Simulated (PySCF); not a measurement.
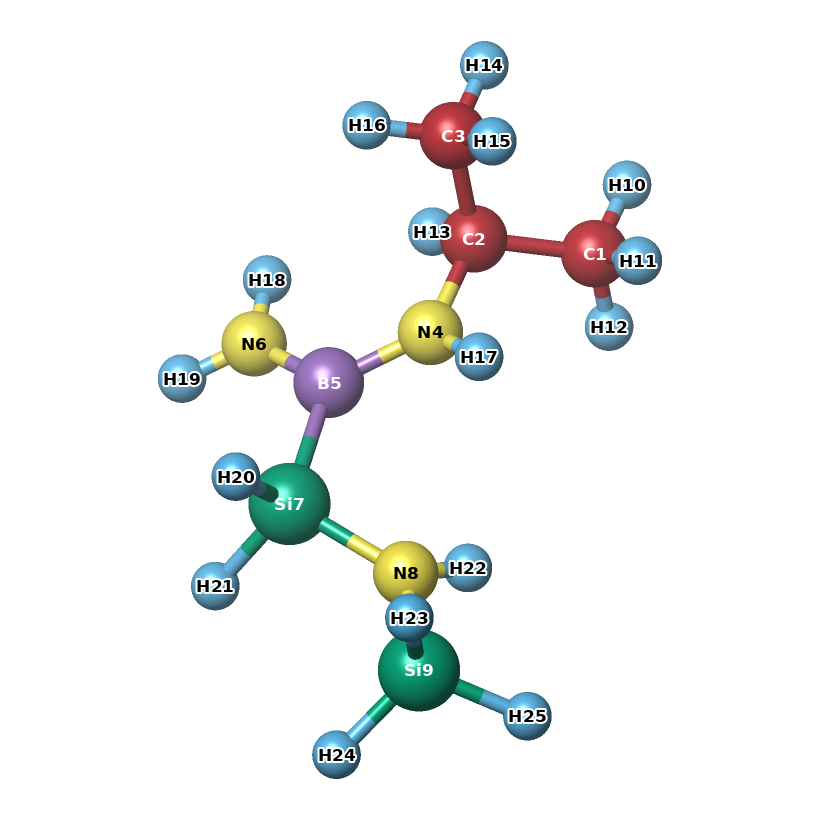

The geometry was computed by an optimisation with GFN2-xTB. No frequency run is at hand to confirm it as a minimum. Electric field gradients from the ground-state density, PBE0/pcSseg-1 (PySCF 2.14.0), non-relativistic apart from any core potentials.

Give the largest field-gradient component, the quadrupole coupling constant and the asymmetry for 14N at N4 (Q = 20.44 mb), 11B at B5 (Q = 40.59 mb), 14N at N6 (Q = 20.44 mb), 14N at N8 (Q = 20.44 mb), 2H at H10 (Q = 2.86 mb), 2H at H11 (Q = 2.86 mb).

```json
{"atom": "N4", "V_zz (a.u.)": "−0.812", "e²qQ/h (MHz)": "−3.90", "η": "0.58"}
{"atom": "B5", "V_zz (a.u.)": "0.310", "e²qQ/h (MHz)": "2.95", "η": "0.12"}
{"atom": "N6", "V_zz (a.u.)": "−0.790", "e²qQ/h (MHz)": "−3.80", "η": "0.49"}
{"atom": "N8", "V_zz (a.u.)": "−0.783", "e²qQ/h (MHz)": "−3.76", "η": "0.41"}
{"atom": "H10", "V_zz (a.u.)": "0.316", "e²qQ/h (MHz)": "0.212", "η": "0.02"}
{"atom": "H11", "V_zz (a.u.)": "0.315", "e²qQ/h (MHz)": "0.212", "η": "0.03"}
```

The geometry is semi-empirical. Around B, Si such bond lengths and angles can be off by a tenth of an ångström or more and by several degrees, and values that hang on the shape move with them.
